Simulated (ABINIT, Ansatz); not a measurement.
# A GW chain in ABINIT: Rb2NaYF6 (Fm-3m), part 2 of 3

Aim: the G0W0 gap of Rb2NaYF6 (Fm-3m) on PBEsol, step by step.

ABINIT 10.8.3; PBEsol and many-body steps on it, plane waves. Known limits of the many-body steps: not at the basis limit; no spin-orbit coupling; coarse k mesh.

So far. Step 2 (Ground state): The gap is direct, at Γ.

## (3) Bands along the symmetry lines

Level of this step: DFT, PBEsol, plane waves, norm-conserving pseudopotentials (ABINIT).

Levels along a band path, at the cheap level, show where the edges lie and whether the meshes to come will hold them.

run.abi

```
acell 3*1.0 Angstrom
rprim 
  -0.000000000000 4.447500000000 4.447500000000
  4.447500000000 -0.000000000000 4.447500000000
  4.447500000000 4.447500000000 -0.000000000000
ntypat 4
znucl 37 11 39 9
natom 10
typat 1 1 2 3 4 4 4 4 4 4
xred 
  0.250000000000 0.250000000000 0.250000000000
  0.750000000000 0.750000000000 0.750000000000
  0.500000000000 0.500000000000 0.500000000000
  0.000000000000 -0.000000000000 -0.000000000000
  0.756000000000 0.244000000000 0.244000000000
  0.244000000000 0.756000000000 0.244000000000
  0.244000000000 0.756000000000 0.756000000000
  0.756000000000 0.244000000000 0.756000000000
  0.244000000000 0.244000000000 0.756000000000
  0.756000000000 0.756000000000 0.244000000000
pp_dirpath "pseudos"
pseudos "Rb.upf, Na.upf, Y.upf, F.upf"
ecut 38
iscf -2
irdden 1
kptopt 0
nkpt 26
kpt 
  0.00000000 0.00000000 0.00000000
  0.12500000 0.00000000 0.12500000
  0.25000000 0.00000000 0.25000000
  0.37500000 0.00000000 0.37500000
  0.50000000 0.00000000 0.50000000
  0.53125000 0.06250000 0.53125000
  0.56250000 0.12500000 0.56250000
  0.59375000 0.18750000 0.59375000
  0.62500000 0.25000000 0.62500000
  0.37500000 0.37500000 0.75000000
  0.28125000 0.28125000 0.56250000
  0.18750000 0.18750000 0.37500000
  0.09375000 0.09375000 0.18750000
  0.00000000 0.00000000 0.00000000
  0.12500000 0.12500000 0.12500000
  0.25000000 0.25000000 0.25000000
  0.37500000 0.37500000 0.37500000
  0.50000000 0.50000000 0.50000000
  0.50000000 0.43750000 0.56250000
  0.50000000 0.37500000 0.62500000
  0.50000000 0.31250000 0.68750000
  0.50000000 0.25000000 0.75000000
  0.50000000 0.18750000 0.68750000
  0.50000000 0.12500000 0.62500000
  0.50000000 0.06250000 0.56250000
  0.50000000 0.00000000 0.50000000
istwfk *1
nband 47
nbdbuf 2
tolwfr 1e-08
nstep 40
prtwf 0
prtvol 0
indata_prefix "in"
outdata_prefix "out"
tmpdata_prefix "tmp"
```

Started as:

```
OMP_NUM_THREADS=1 mpirun -n 8 abinit run.abi > log
```

Numbers of over 12 decimals in the logs are rounded to 6 here.

The program printed:

```text
.Version 10.8.3 of ABINIT. v10.8.2 released Aug 2026.

 Symmetries : space group Fm -3 m (#225); Bravais cF (face-center cubic)
[... echo of the input left out ...]
== DATASET  1 ==================================================================
-   mpi_nproc: 8, omp_nthreads: 1 (-1 if OMP is not activated)

--- !DatasetInfo
iteration_state: {dtset: 1, }
dimensions: {natom: 10, nkpt: 26, mband: 47, nsppol: 1, nspinor: 1, nspden: 1, mpw: 13331, }
cutoff_energies: {ecut:  38.0, pawecutdg:  -1.0, }
electrons: {nelect:   8.00000000E+01, charge:   0.00000000E+00, occopt:   1.00000000E+00, tsmear:   1.00000000E-02, }

 Real(R)+Recip(G) space primitive vectors, cartesian coordinates (Bohr,Bohr^-1):
 R(1)=  0.0000000  8.4045569  8.4045569  G(1)= -0.0594915  0.0594915  0.0594915
 R(2)=  8.4045569  0.0000000  8.4045569  G(2)=  0.0594915 -0.0594915  0.0594915
 R(3)=  8.4045569  8.4045569  0.0000000  G(3)=  0.0594915  0.0594915 -0.0594915
 Unit cell volume ucvol=  1.1873383E+03 bohr^3
 Angles (23,13,12)=  6.00000000E+01  6.00000000E+01  6.00000000E+01 degrees

 getcut: wavevector=  0.0000  0.0000  0.0000  ngfft=  72  72  72
         ecut(hartree)=     38.000   => boxcut(ratio)=   2.18296

--- Pseudopotential description ------------------------------------------------
- Rb Generated using ONCVPSP code by D. R. Hamann
- 37.00000   9.00000  180301                  znucl, zion, pspdat
12 -116133 2 -1 2280                          pspcod,pspxc,lmax,lloc,mmax
     nproj     2     2     2
  pspatm : epsatm=   34.48401057
         --- l  ekb(1:nproj) -->
             0    8.196957   -0.477221
             1    3.231347   -0.378736
             2   -1.047201    0.996637
 pspatm: atomic psp has been read  and splines computed

- Na Generated using ONCVPSP code by D. R. Hamann
- 11.00000   9.00000  180301                  znucl, zion, pspdat
12 -116133 1 -1 2016                          pspcod,pspxc,lmax,lloc,mmax
     nproj     2     2     0
  pspatm : epsatm=    9.32918808
         --- l  ekb(1:nproj) -->
[...]
pspatm: atomic psp has been read  and splines computed

- Y Generated using ONCVPSP code by D. R. Hamann
- 39.00000  11.00000  180301                  znucl, zion, pspdat
12 -116133 2 -1 1746                          pspcod,pspxc,lmax,lloc,mmax
     nproj     2     2     2
  pspatm : epsatm=   18.54790575
         --- l  ekb(1:nproj) -->
[...]
pspatm: atomic psp has been read  and splines computed

- F Generated using ONCVPSP code by D. R. Hamann
-  9.00000   7.00000  180301                  znucl, zion, pspdat
12 -116133 2 -1 832                           pspcod,pspxc,lmax,lloc,mmax
     nproj     2     2     1
  pspatm : epsatm=    4.89824381
         --- l  ekb(1:nproj) -->
[...]
2   -2.394754
 pspatm: atomic psp has been read  and splines computed

[...]
iteration_state: {dtset: 1, }
comment   : Summary of ground state results
lattice_vectors:
- [ -0.0000000,   8.4045569,   8.4045569, ]
- [  8.4045569,  -0.0000000,   8.4045569, ]
- [  8.4045569,   8.4045569,  -0.0000000, ]
lattice_lengths: [  11.88584,   11.88584,   11.88584, ]
lattice_angles: [ 60.000,  60.000,  60.000, ] # degrees, (23, 13, 12)
lattice_volume:   1.1873383E+03
convergence: {deltae:  0.000E+00, res2:  0.000E+00, residm:  9.994E-09, diffor:  0.000E+00, }
etotal    :  -2.88563053E+02
entropy   :   0.00000000E+00
fermie    :  -4.57028235E-02
cartesian_stress_tensor: null
pressure_GPa: null
xred      :
- [  2.5000E-01,   2.5000E-01,   2.5000E-01, Rb]
- [  7.5000E-01,   7.5000E-01,   7.5000E-01, Rb]
- [  5.0000E-01,   5.0000E-01,   5.0000E-01, Na]
- [  0.0000E+00,   0.0000E+00,   0.0000E+00,  Y]
- [  7.5600E-01,   2.4400E-01,   2.4400E-01,  F]
- [  2.4400E-01,   7.5600E-01,   2.4400E-01,  F]
- [  2.4400E-01,   7.5600E-01,   7.5600E-01,  F]
- [  7.5600E-01,   2.4400E-01,   7.5600E-01,  F]
- [  2.4400E-01,   2.4400E-01,   7.5600E-01,  F]
- [  7.5600E-01,   7.5600E-01,   2.4400E-01,  F]
cartesian_forces: null
force_length_stats: {min: null, max: null, mean: null, }

 Integrated electronic density in atomic spheres:
 ------------------------------------------------
 Atom  Sphere_radius  Integrated_density
[...]
================================================================================

 ----iterations are completed or convergence reached----

 Mean square residual over all n,k,spin=   59.234E-10; max=  99.935E-10
 reduced coordinates (array xred) for   10 atoms
[...]
0.244000000000      0.244000000000      0.756000000000
       0.756000000000      0.756000000000      0.244000000000

 cartesian coordinates (angstrom) at end:
    1      2.223750     2.223750     2.223750
    2      6.671250     6.671250     6.671250
    3      4.447500     4.447500     4.447500
[...]
9      4.447500     4.447500     2.170380
   10      4.447500     4.447500     6.724620
 length scales=  1.889726125908  1.889726125908  1.889726125908 bohr
              =  1.000000000000  1.000000000000  1.000000000000 angstroms
 prteigrs : about to open file out_EIG
 Eigenvalues (hartree) for nkpt=  26  k points:
 kpt#   1, nband= 47, wtk=  1.00000, kpt=  0.0000  0.0000  0.0000 (reduced coord)
[...]
kpt#   2, nband= 47, wtk=  1.00000, kpt=  0.1250  0.0000  0.1250 (reduced coord)
[...]
kpt#   3, nband= 47, wtk=  1.00000, kpt=  0.2500  0.0000  0.2500 (reduced coord)
[...]
kpt#  25, nband= 47, wtk=  1.00000, kpt=  0.5000  0.0625  0.5625 (reduced coord)
[...]
0.26397    0.26648    0.26699    0.27310    0.29802    0.30763    0.32351
 kpt#  26, nband= 47, wtk=  1.00000, kpt=  0.5000  0.0000  0.5000 (reduced coord)
[...]
-0.09706   -0.09207   -0.08126   -0.08126   -0.07728   -0.07514   -0.07514   -0.06598
  -0.06364   -0.06364   -0.06163   -0.06084   -0.06084   -0.05461   -0.05461   -0.04613
   0.26390    0.26700    0.26700    0.27088    0.29726    0.30743    0.32230

== END DATASET(S) ==============================================================
================================================================================

 -outvars: echo values of variables after computation  --------
            nband          47
             nkpt          26
          spgroup         225
 [... the other variables as echoed above ...]

 Calculation completed.
```

The job ended after 2.8 min (8 MPI ranks of Intel Xeon Platinum 8259CL at 2.50GHz (Skylake/Cascade Lake), shared host; peak memory 1.2 GiB).

This step gave:

```yaml
gap: 6.522 eV
k_of_the_valence_top: 0, 0, 0
k_of_the_conduction_bottom: 0, 0, 0
least_direct_gap: 6.522 eV
```

The gap is 6.522 eV, as in the run before at this level.

The electronic bands at the labelled points (eV, zero at the top of the highest filled band):

```
    point  band 37  band 38  band 39  band 40  band 41  band 42  band 43  band 44
        Γ    -0.17     0.00     0.00     0.00     6.52     8.32     8.32     8.32
        X    -0.41    -0.24    -0.24    -0.01     8.42     8.51     8.51     8.61
        U    -0.29    -0.27    -0.25    -0.07     8.42     8.49     8.49     8.99
jump to K    -0.29    -0.27    -0.25    -0.07     8.42     8.49     8.49     8.99
        Γ    -0.17     0.00     0.00     0.00     6.52     8.32     8.32     8.32
        L    -0.24    -0.21    -0.21    -0.15     8.41     8.41     8.41     8.54
        W    -0.36    -0.36    -0.14    -0.14     8.45     8.45     8.51     9.36
        X    -0.41    -0.24    -0.24    -0.01     8.42     8.51     8.51     8.61
```

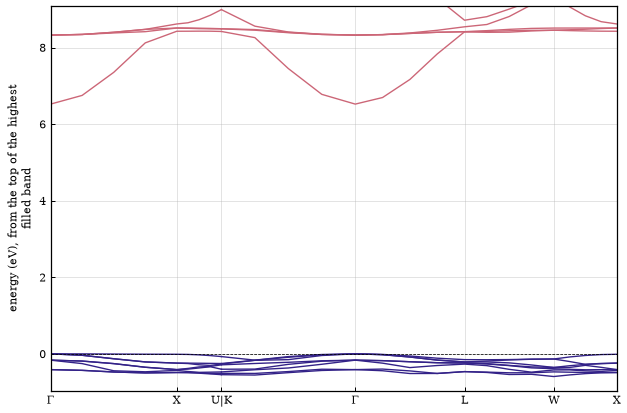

Electronic bands along the path; lines of filled and empty bands in two colours.

## (4) Empty states on the mesh, 2×2×2 mesh, 440 bands

The sums over transitions need many empty states on a uniform mesh; this step solves for them.

run.abi

```
acell 3*1.0 Angstrom
rprim 
  -0.000000000000 4.447500000000 4.447500000000
  4.447500000000 -0.000000000000 4.447500000000
  4.447500000000 4.447500000000 -0.000000000000
ntypat 4
znucl 37 11 39 9
natom 10
typat 1 1 2 3 4 4 4 4 4 4
xred 
  0.250000000000 0.250000000000 0.250000000000
  0.750000000000 0.750000000000 0.750000000000
  0.500000000000 0.500000000000 0.500000000000
  0.000000000000 -0.000000000000 -0.000000000000
  0.756000000000 0.244000000000 0.244000000000
  0.244000000000 0.756000000000 0.244000000000
  0.244000000000 0.756000000000 0.756000000000
  0.756000000000 0.244000000000 0.756000000000
  0.244000000000 0.244000000000 0.756000000000
  0.756000000000 0.756000000000 0.244000000000
pp_dirpath "pseudos"
pseudos "Rb.upf, Na.upf, Y.upf, F.upf"
ecut 38
ngkpt 2 2 2
nshiftk 1
shiftk 0 0 0
kptopt 1
chksymbreak 0
iscf -2
irdden 1
istwfk *1
nband 440
nbdbuf 40
tolwfr 1e-09
nstep 60
prtvol 0
indata_prefix "in"
outdata_prefix "out"
tmpdata_prefix "tmp"
```

Started as:

```
OMP_NUM_THREADS=2 mpirun -n 3 abinit run.abi > log
```

The program printed:

```text
.Version 10.8.3 of ABINIT. v10.8.2 released Aug 2026.

 Symmetries : space group Fm -3 m (#225); Bravais cF (face-center cubic)
[... echo of the input left out ...]
== DATASET  1 ==================================================================
-   mpi_nproc: 3, omp_nthreads: 2 (-1 if OMP is not activated)

--- !DatasetInfo
iteration_state: {dtset: 1, }
dimensions: {natom: 10, nkpt: 3, mband: 440, nsppol: 1, nspinor: 1, nspden: 1, mpw: 13323, }
cutoff_energies: {ecut:  38.0, pawecutdg:  -1.0, }
electrons: {nelect:   8.00000000E+01, charge:   0.00000000E+00, occopt:   1.00000000E+00, tsmear:   1.00000000E-02, }

 Real(R)+Recip(G) space primitive vectors, cartesian coordinates (Bohr,Bohr^-1):
 R(1)=  0.0000000  8.4045569  8.4045569  G(1)= -0.0594915  0.0594915  0.0594915
 R(2)=  8.4045569  0.0000000  8.4045569  G(2)=  0.0594915 -0.0594915  0.0594915
 R(3)=  8.4045569  8.4045569  0.0000000  G(3)=  0.0594915  0.0594915 -0.0594915
 Unit cell volume ucvol=  1.1873383E+03 bohr^3
 Angles (23,13,12)=  6.00000000E+01  6.00000000E+01  6.00000000E+01 degrees

 getcut: wavevector=  0.0000  0.0000  0.0000  ngfft=  72  72  72
         ecut(hartree)=     38.000   => boxcut(ratio)=   2.18296

--- Pseudopotential description ------------------------------------------------
- Rb Generated using ONCVPSP code by D. R. Hamann
- 37.00000   9.00000  180301                  znucl, zion, pspdat
12 -116133 2 -1 2280                          pspcod,pspxc,lmax,lloc,mmax
     nproj     2     2     2
  pspatm : epsatm=   34.48401057
         --- l  ekb(1:nproj) -->
             0    8.196957   -0.477221
             1    3.231347   -0.378736
             2   -1.047201    0.996637
 pspatm: atomic psp has been read  and splines computed

- Na Generated using ONCVPSP code by D. R. Hamann
- 11.00000   9.00000  180301                  znucl, zion, pspdat
12 -116133 1 -1 2016                          pspcod,pspxc,lmax,lloc,mmax
     nproj     2     2     0
  pspatm : epsatm=    9.32918808
         --- l  ekb(1:nproj) -->
[...]
pspatm: atomic psp has been read  and splines computed

- Y Generated using ONCVPSP code by D. R. Hamann
- 39.00000  11.00000  180301                  znucl, zion, pspdat
12 -116133 2 -1 1746                          pspcod,pspxc,lmax,lloc,mmax
     nproj     2     2     2
  pspatm : epsatm=   18.54790575
         --- l  ekb(1:nproj) -->
[...]
pspatm: atomic psp has been read  and splines computed

- F Generated using ONCVPSP code by D. R. Hamann
-  9.00000   7.00000  180301                  znucl, zion, pspdat
12 -116133 2 -1 832                           pspcod,pspxc,lmax,lloc,mmax
     nproj     2     2     1
  pspatm : epsatm=    4.89824381
         --- l  ekb(1:nproj) -->
[...]
2   -2.394754
 pspatm: atomic psp has been read  and splines computed

[...]
-1.7408E+00 -1.4359E+00 -8.8064E-01 -8.7928E-01 -7.7917E-01 -7.7917E-01
 -7.7917E-01 -7.4580E-01 -7.4283E-01 -7.4283E-01 -7.1615E-01 -7.1615E-01
 -7.1615E-01 -6.6316E-01 -6.6316E-01 -6.6316E-01 -3.0223E-01 -3.0223E-01
[...]
3.5366E+00  3.5371E+00  3.5510E+00  3.5560E+00  3.5565E+00  3.5568E+00
  3.5574E+00  3.5585E+00  3.5609E+00  3.5617E+00  3.5622E+00  3.5638E+00
  3.5655E+00  3.5876E+00
 prteigrs : prtvol=0 or 1, do not print more k-points.

--- !ResultsGS
iteration_state: {dtset: 1, }
comment   : Summary of ground state results
lattice_vectors:
- [ -0.0000000,   8.4045569,   8.4045569, ]
- [  8.4045569,  -0.0000000,   8.4045569, ]
- [  8.4045569,   8.4045569,  -0.0000000, ]
lattice_lengths: [  11.88584,   11.88584,   11.88584, ]
lattice_angles: [ 60.000,  60.000,  60.000, ] # degrees, (23, 13, 12)
lattice_volume:   1.1873383E+03
convergence: {deltae:  0.000E+00, res2:  0.000E+00, residm:  9.956E-10, diffor:  0.000E+00, }
etotal    :  -2.88563053E+02
entropy   :   0.00000000E+00
fermie    :  -4.57028235E-02
cartesian_stress_tensor: null
pressure_GPa: null
xred      :
- [  2.5000E-01,   2.5000E-01,   2.5000E-01, Rb]
- [  7.5000E-01,   7.5000E-01,   7.5000E-01, Rb]
- [  5.0000E-01,   5.0000E-01,   5.0000E-01, Na]
- [  0.0000E+00,   0.0000E+00,   0.0000E+00,  Y]
- [  7.5600E-01,   2.4400E-01,   2.4400E-01,  F]
- [  2.4400E-01,   7.5600E-01,   2.4400E-01,  F]
- [  2.4400E-01,   7.5600E-01,   7.5600E-01,  F]
- [  7.5600E-01,   2.4400E-01,   7.5600E-01,  F]
- [  2.4400E-01,   2.4400E-01,   7.5600E-01,  F]
- [  7.5600E-01,   7.5600E-01,   2.4400E-01,  F]
cartesian_forces: null
force_length_stats: {min: null, max: null, mean: null, }

 Integrated electronic density in atomic spheres:
 ------------------------------------------------
 Atom  Sphere_radius  Integrated_density
[...]
================================================================================

 ----iterations are completed or convergence reached----

 Mean square residual over all n,k,spin=   41.725E-11; max=  99.560E-11
 reduced coordinates (array xred) for   10 atoms
[...]
0.244000000000      0.244000000000      0.756000000000
       0.756000000000      0.756000000000      0.244000000000

 cartesian coordinates (angstrom) at end:
    1      2.223750     2.223750     2.223750
    2      6.671250     6.671250     6.671250
    3      4.447500     4.447500     4.447500
[...]
9      4.447500     4.447500     2.170380
   10      4.447500     4.447500     6.724620
 length scales=  1.889726125908  1.889726125908  1.889726125908 bohr
              =  1.000000000000  1.000000000000  1.000000000000 angstroms
 prteigrs : about to open file out_EIG
 Eigenvalues (hartree) for nkpt=   3  k points:
 kpt#   1, nband=440, wtk=  0.12500, kpt=  0.0000  0.0000  0.0000 (reduced coord)
[...]
3.45007    3.53644    3.53664    3.53708    3.55105    3.55604    3.55649    3.55682
   3.55741    3.55846    3.56091    3.56169    3.56223    3.56383    3.56552    3.58759
 prteigrs : prtvol=0 or 1, do not print more k-points.

== END DATASET(S) ==============================================================
================================================================================

 -outvars: echo values of variables after computation  --------
            nband         440
             nkpt           3
          spgroup         225
 [... the other variables as echoed above ...]

 Calculation completed.
```

Wall time 8.7 min (3 MPI ranks); peak memory 0.7 GiB.

This step gave:

```
gap                                                           : 6.522 eV
k of the valence top                                          : 0, 0, 0
k of the conduction bottom                                    : 0, 0, 0
least direct gap                                              : 6.522 eV
k points computed                                             : 3
lowest point of the top converged band, above the valence top : 89.6906 eV
```

On this mesh the gap is 6.522 eV.

## (5) Screening, 2×2×2 mesh, 400 bands, screening to 217.7 eV

The RPA dielectric matrix is built and inverted for each q.

This step: RPA screening on PBEsol, plane waves, norm-conserving pseudopotentials.

run.abi: that of step 4 with these lines changed.

```diff
@@ -28,10 +28,11 @@
 chksymbreak 0
-iscf -2
-irdden 1
 istwfk *1
-nband 440
-nbdbuf 40
-tolwfr 1e-09
-nstep 60
-prtvol 0
+occopt 1
+irdwfk 1
+optdriver 3
+nband 400
+ecuteps 8
+inclvkb 2
+awtr 1
+symchi 1
 indata_prefix "in"
```

Started as:

```
OMP_NUM_THREADS=1 mpirun -n 8 abinit run.abi > log
```

The program printed:

```text
.Version 10.8.3 of ABINIT. v10.8.2 released Aug 2026.

 Symmetries : space group Fm -3 m (#225); Bravais cF (face-center cubic)
[... echo of the input left out ...]
== DATASET  1 ==================================================================
-   mpi_nproc: 8, omp_nthreads: 1 (-1 if OMP is not activated)

--- !DatasetInfo
iteration_state: {dtset: 1, }
dimensions: {natom: 10, nkpt: 3, mband: 400, nsppol: 1, nspinor: 1, nspden: 1, mpw: 13323, }
cutoff_energies: {ecut:  38.0, pawecutdg:  -1.0, }
electrons: {nelect:   8.00000000E+01, charge:   0.00000000E+00, occopt:   1.00000000E+00, tsmear:   1.00000000E-02, }

 SCREENING: Calculation of the susceptibility and dielectric matrices

 Based on a program developped by R.W. Godby, V. Olevano, G. Onida, and L. Reining.
 Incorporated in ABINIT by V. Olevano, G.-M. Rignanese, and M. Torrent.
.Using double precision arithmetic ; gwpc =  8

[... cell and pseudopotentials left out ...]
--------------------------------------------------------------------------------

 ==== K-mesh for the wavefunctions ====
 Number of points in the irreducible wedge :     3
[... list of points left out ...]
 Together with 48 symmetry operations and time-reversal symmetry
 yields     8 points in the full Brillouin Zone.

 ==== Q-mesh for the screening function ====
 Number of points in the irreducible wedge :     3
[... list of points left out ...]
 Together with 48 symmetry operations and time-reversal symmetry
 yields     8 points in the full Brillouin Zone.

 setmesh: FFT mesh size selected  =    48x   48x   48
          total number of points  =       110592

 vcoul_init : cutoff-mode = AUXILIARY_FUNCTION
 q-points for optical limit:   1
     1)      0.000010    0.000020    0.000030

- screening: taking advantage of time-reversal symmetry
- Maximum band index for partially occupied states nbvw = 40
- Remaining bands to be divided among processors   nbcw = 360
- Number of bands treated by each node ~45

 Number of electrons calculated from density =   80.0000; Expected =   80.0000
 average of density, n =  0.067378
 r_s =    1.5245
 omega_plasma =   25.0388 [eV]

 calculating chi0 at frequencies [eV] :
  1    0.000000E+00    0.000000E+00
  2    0.000000E+00    2.503879E+01

--------------------------------------------------------------------------------
  q-point number  1        q = ( 0.000000, 0.000000, 0.000000) [r.l.u.]
--------------------------------------------------------------------------------
[... chi0 elements left out ...]
 For q-point:  0.000010 0.000020 0.000030
  dielectric constant =   2.0491
  dielectric constant without local fields =   2.2824

  Average fulfillment of the sum rule on Im[epsilon] for q-point    1 :     69.18  [%]
[... wings left out ...]
  q-point number  2        q = ( 0.500000, 0.000000, 0.000000) [r.l.u.]
--------------------------------------------------------------------------------
[... chi0 elements left out ...]
  Average fulfillment of the sum rule on Im[epsilon] for q-point    2 :     72.41  [%]

 [... 1 further q-points ...]
```

Wall time 5.3 min (8 MPI ranks); peak memory 6.4 GiB.

Numbers from this step:

```yaml
eps_infinity_with_local_fields_on_this_mesh_along_the_program_s_q_direction: 2.049
the_same_without_local_fields: 2.282
plasma_frequency: 25.04 eV
plane_waves_in_the_screening_matrix: 1243
```

Local fields lower ε∞ by 10 %. On a Γ-centred mesh this coarse the value itself is usually too large, while a short band sum pulls it down.

(Continued in part 3 of 3.)

[Paths, hosts, dates, memory and timing lines, banners, echoed tables and standing remarks are left out of the program output.]

[Logs are printed without paths, hosts, clocks, repeated set-up lines and the standing remarks that a program may print on its own settings, such as how far it seeks lower states.]

[Runs of the session that timed out or met a known fault of the program may be left out.]

[Hosts, paths, dates, database ids (printed as entryN), source tags and the programs' standing remarks are cut or masked in the printed files.]

[G0W0 gaps are taken among the corrected bands and points alone; a level outside them can change the order at an edge.]

[Where Ansatz stands beside ABINIT at settings called matched, ABINIT's density can come from a denser mesh and the files from another edition; pairs whose starting gaps differed by over 0.03 eV were left out, so agreement reads better than it is.]
